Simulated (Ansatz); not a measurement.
C2H7In···HF

Input file:

```
crystal:
  periodic: [false, false, false]
  atoms:
    - { symbol: In, position_ang: [-0.119, -0.0742, 0.0562] }
    - { symbol: F, position_ang: [1.8192, 0.9026, -0.8728] }
    - { symbol: C, position_ang: [0.6617, -0.8567, 2.009] }
    - { symbol: C, position_ang: [-1.4134, -0.2243, -1.7707] }
    - { symbol: H, position_ang: [1.086, 1.6933, -0.3245] }
    - { symbol: H, position_ang: [0.3698, 2.1533, 0.1633] }
    - { symbol: H, position_ang: [1.7288, -0.6504, 1.9943] }
    - { symbol: H, position_ang: [0.1847, -0.3164, 2.8231] }
    - { symbol: H, position_ang: [0.477, -1.9257, 2.0966] }
    - { symbol: H, position_ang: [-1.6102, -1.2662, -2.0131] }
    - { symbol: H, position_ang: [-2.3428, 0.3117, -1.599] }
    - { symbol: H, position_ang: [-0.8419, 0.2529, -2.5626] }
basis:
  gaussian: { orbitals: def2-SVP }
hamiltonian:
  xc: pbe0
  dispersion: d4
relax:
  f_tol: 0.15
  max_steps: 25
  restrain:
    - { distance: [0, 5], at: 1.73, k: 30.0 }
    - { distance: [4, 1], at: 0.88, k: 30.0 }
    - { distance: [0, 1], at: 3.29, k: 30.0 }
    - { distance: [4, 5], at: 1.92, k: 30.0 }
output:
  orbitals: {}
```

Command:

```sh
ansatz run input.yaml --threads 2 --pin off --max-ram 3072MiB --backend cpu --events-out ev --progress --plain --runs-dir out
```

The fields are those of the run's last geometry, not of the input's.

Core potentials replace the inner electrons of In; not at a stationary point (largest force 1.1 eV/Å).

These are results of RKS PBE0-D4/def2-SVP in Ansatz, not measurements.

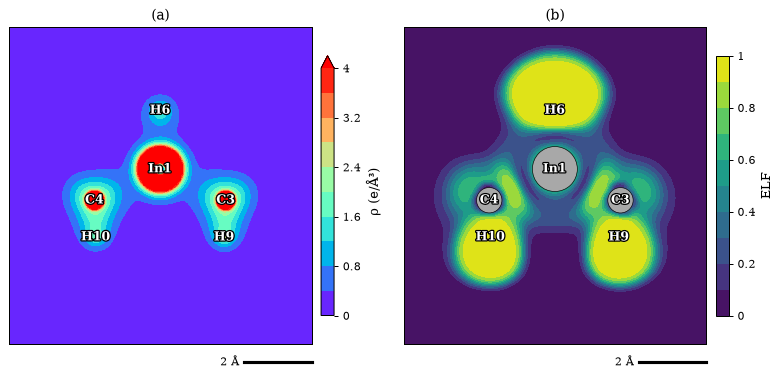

Figure 1. (a) electron density; (b) electron localisation function on the plane of atoms In1, C3 and H9. Grey discs cover the atomic cores in the ELF map.

Question: What do the fields say about this system?

Answer: The plane passes through In, C and H nuclei. C–In (2.16 Å): ρ at the midpoint is about 0.64 e/Å³; the ELF peaks at about 0.90 in the valence shell of C, 0.7 Å from its nucleus, and drops to about 0.15 between the two atoms. C–H (1.10 Å): ρ is about 1.9 e/Å³ halfway; the ELF climbs to about 1 towards the hydrogen, as it does in any bond to H (an ordinary covalent bond to hydrogen). In–H (1.74 Å): ρ is about 1.1 e/Å³ halfway; the ELF climbs to about 1 towards the hydrogen.

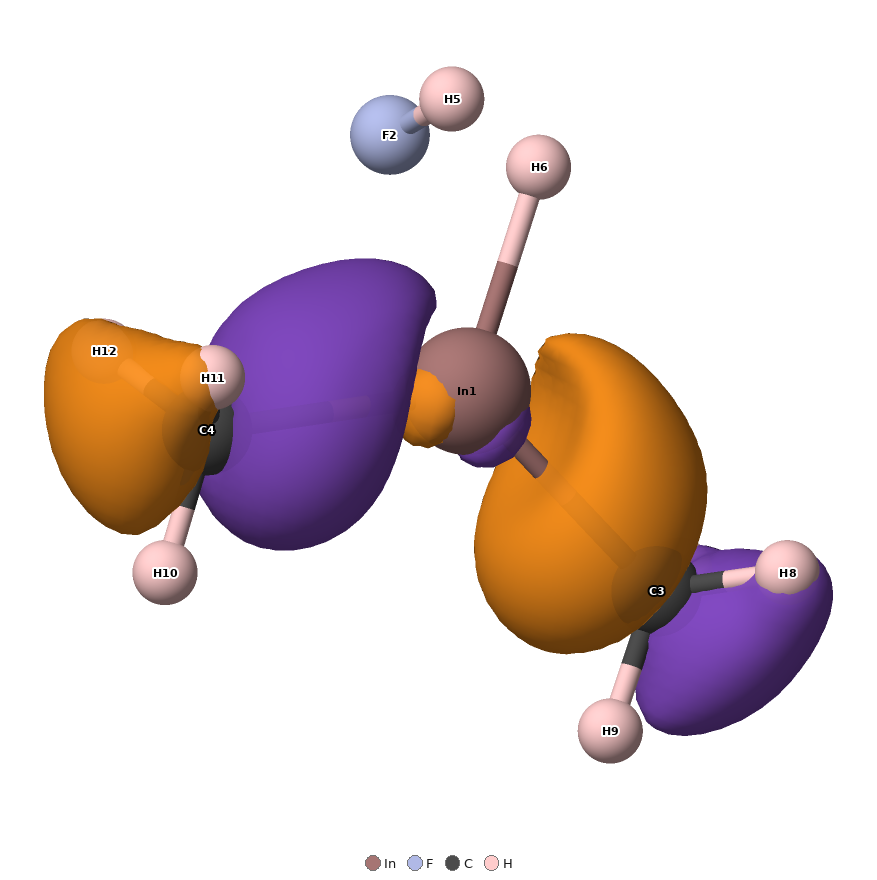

Figure 2. The HOMO at ±0.15 Å⁻³ᐟ² (orange and purple are the two phases), seen at a tilt.

Question: Describe this orbital and give its energy.

Answer: By Hirshfeld shares it lies mainly on C3 (about 30 %), C4 (about 30 %) and In1 (about 25 %). Its energy is −7.47 eV.

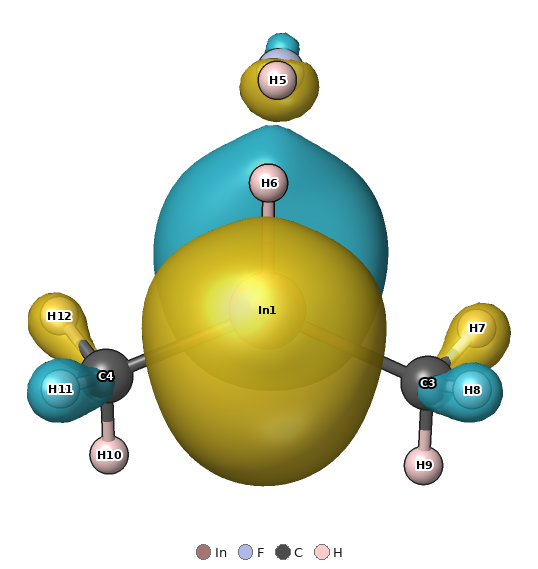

Figure 3. One frontier orbital at ±0.1 Å⁻³ᐟ² (yellow and cyan are the two phases), seen across its widest extent.

Question: Which orbital is it: HOMO or LUMO?

Answer: The LUMO, at −1.17 eV. It lies mainly on In1 (about 75 %).
